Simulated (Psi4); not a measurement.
**CHClGaNO (SMILES O=C=[N][GaH][Cl]): HF/STO-3G**

Aim: the vertical ionisation energy of CHClGaNO at HF/STO-3G, from 2 runs. 

The results are computed with Psi4 1.11.

### Step 1. The system as given

The species is CHClGaNO (6 atoms), meant as a singlet with charge 0. SMILES: `O=C=[N][GaH][Cl]`. Geometry: relaxed at PBE0-D4/def2-TZVP. This is one conformer, not always the lowest.

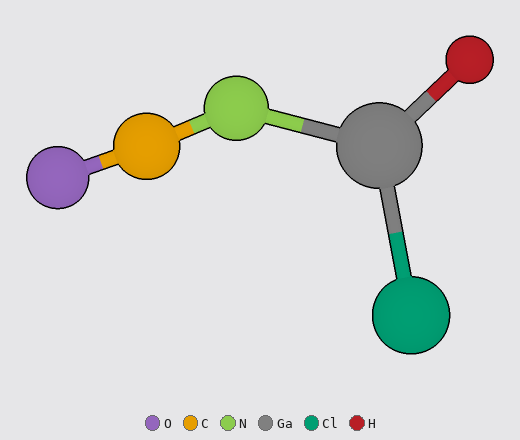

Viewed from a chosen angle; oxygen purple, carbon amber, nitrogen green, gallium grey, chlorine teal, hydrogen red.

### Step 2. The energy at HF/STO-3G

calc.inp reads:

```
memory 1600 MB

molecule m {
  0 1
  O     -0.700200    -2.626600    -0.696700
  C     -0.691800    -1.486000    -0.467600
  N     -0.756800    -0.304700    -0.247900
  Ga     0.248500     1.124400     0.275700
  Cl     2.297400     0.694600     0.677800
  H     -0.354900     2.534400     0.412700
  symmetry c1
}

set {
  basis STO-3G
  puream true
  scf_type pk
}

energy_value, wavefunction = energy("hf", return_wfn=True)
```

Command:

```console
$ psi4 calc.inp calc.out -n 1
```

calc.out:

```text
[...]
  Running in c1 symmetry.
[...]
  Nuclear repulsion =  378.168382856798132
[...]
  Multiplicity = 1
[...]
  Nalpha       = 35
  Nbeta        = 35
[...]
    Number of basis functions: 43
[...]
   @RHF iter   1: -2520.35671751994732   -3.30254e+00   2.07566e-02 ADIIS/DIIS
[...]
   @RHF iter  12: -2521.10525458670418   -1.27852e-08   6.10973e-07 DIIS
[...]
    Orbital Energies [Eh]
    ---------------------
    Doubly Occupied:
       1A   -374.671757     2A   -103.644378     3A    -46.740616
       4A    -41.963384     5A    -41.956619     6A    -41.956533
       7A    -20.334190     8A    -15.301639     9A    -11.213822
      10A    -10.335435    11A     -7.778550    12A     -7.774292
      13A     -7.773809    14A     -5.838258    15A     -3.986741
      16A     -3.982112    17A     -3.979964    18A     -1.398631
      19A     -1.163135    20A     -0.995799    21A     -0.678232
      22A     -0.598608    23A     -0.582673    24A     -0.576754
      25A     -0.512659    26A     -0.450011    27A     -0.418480
      28A     -0.414771    29A     -0.398012    30A     -0.387009
      31A     -0.381689    32A     -0.359191    33A     -0.339135
      34A     -0.323842    35A     -0.310662
[...]
  @RHF Final Energy: -2521.10525458670418
   => Energetics <=
    Nuclear Repulsion Energy =            378.1683828567981323
    One-Electron Energy =               -4279.5044224193679838
    Two-Electron Energy =                1380.2307849758660723
    Total Energy =                      -2521.1052545867041772
[...]
 Multipole Moments:
 ------------------------------------------------------------------------------------
     Multipole            Electronic (a.u.)      Nuclear  (a.u.)        Total (a.u.)
 ------------------------------------------------------------------------------------
 L = 1.  Multiply by 2.5417464519 to convert [e a0] to [Debye]
 Dipole X            :          0.4889690           -1.0890855           -0.6001164
 Dipole Y            :          4.5825583           -3.8438148            0.7387436
 Dipole Z            :          1.0283929           -1.0242108            0.0041821
 Magnitude           :                                                    0.9517874
[...]
```

It took 2 s on 1 thread of Intel Xeon at 2.60GHz (Ice Lake), shared host; peak memory 0.2 GiB.

### Step 3. The doublet cation

job.inp reads:

```
memory 1.6 GB

molecule {
  1 2
  O     -0.700200    -2.626600    -0.696700
  C     -0.691800    -1.486000    -0.467600
  N     -0.756800    -0.304700    -0.247900
  Ga     0.248500     1.124400     0.275700
  Cl     2.297400     0.694600     0.677800
  H     -0.354900     2.534400     0.412700
  symmetry c1
}

set globals {
  reference uhf
  puream true
  scf_type pk
  maxiter 100
}

e_tot, wfn = energy('scf/STO-3G', return_wfn=True)
```

Command:

```console
$ psi4 job.inp job.out -n 1
```

job.out:

```text
[...]
  Running in c1 symmetry.
[...]
  Nuclear repulsion =  378.168382856798132
[...]
  Multiplicity = 2
[...]
  Nalpha       = 35
  Nbeta        = 34
[...]
    Number of basis functions: 43
[...]
   @UHF iter   1: -2519.81246261866727   -2.75829e+00   2.40024e-02 ADIIS/DIIS
[...]
   @UHF iter  49: -2520.92405990512361   -3.92531e-07   9.08639e-07 DIIS
[...]
   @S^2 Observed:                7.516053205E-01
[...]
    Orbital Energies [Eh]
    ---------------------
    Alpha Occupied:
       1A   -375.932254     2A   -103.972136     3A    -48.000625
       4A    -43.241938     5A    -43.240178     6A    -43.183575
       7A    -20.633948     8A    -15.597779     9A    -11.487074
      10A    -10.649659    11A     -8.093316    12A     -8.087672
      13A     -8.087019    14A     -6.825586    15A     -5.009036
      16A     -5.004482    17A     -4.889513    18A     -1.642344
      19A     -1.491027    20A     -1.444071    21A     -1.403269
      22A     -1.364359    23A     -1.363232    24A     -1.350971
      25A     -1.254590    26A     -0.972241    27A     -0.846119
      28A     -0.829048    29A     -0.816476    30A     -0.801821
      31A     -0.721116    32A     -0.664712    33A     -0.649105
      34A     -0.584829    35A     -0.573252
[...]
  @UHF Final Energy: -2520.92405990512361
   => Energetics <=
    Nuclear Repulsion Energy =            378.1683828567981323
    One-Electron Energy =               -4239.2386053427908337
    Two-Electron Energy =                1340.1461625808694862
    Total Energy =                      -2520.9240599051236131
  UHF NO Occupations:
  HONO-2 :   33  A 1.9999275
  HONO-1 :   34  A 1.9993867
  HONO-0 :   35  A 1.0000000
  LUNO+0 :   36  A 0.0006133
  LUNO+1 :   37  A 0.0000725
[...]
 Multipole Moments:
 ------------------------------------------------------------------------------------
     Multipole            Electronic (a.u.)      Nuclear  (a.u.)        Total (a.u.)
 ------------------------------------------------------------------------------------
 L = 1.  Multiply by 2.5417464519 to convert [e a0] to [Debye]
 Dipole X            :          0.2901371           -1.0890855           -0.7989484
 Dipole Y            :          4.8091945           -3.8438148            0.9653797
 Dipole Z            :          1.0261727           -1.0242108            0.0019619
 Magnitude           :                                                    1.2531083
[...]
```

Run time: 2.3 s. Hardware: 1 thread of Intel Xeon at 2.60GHz (Ice Lake), shared host; peak memory 0.2 GiB.

### Step 4. Results

Level: HF/STO-3G.

```
                                                    quantity           value
                              singlet CHClGaNO: total energy  -2521.10525 Eh
                             singlet CHClGaNO: dipole moment          2.42 D
                               singlet CHClGaNO: HOMO energy        -8.45 eV
                               singlet CHClGaNO: LUMO energy         3.86 eV
                             singlet CHClGaNO: HOMO–LUMO gap        12.31 eV
                                doublet cation: total energy  -2520.92406 Eh
          doublet cation: HOMO energy (highest over α and β)       -15.60 eV
           doublet cation: LUMO energy (lowest over α and β)        -5.28 eV
                                        doublet cation: ⟨S²⟩           0.752
vertical ionisation energy (to the doublet cation), in doubt        4.931 eV
```

What this shows: Removing an electron at fixed nuclei costs 4.93 eV (476 kJ/mol). The negative HOMO energy of the first species, 8.45 eV, lies 3.52 eV above that difference. This ionisation energy lies far from the orbital energy or is small for a neutral ground state: the minimal basis may be the cause, the hole may sit in another orbital, or the first species is not in its lowest state. In a minimal basis such a difference can be off by several eV, whatever the method.
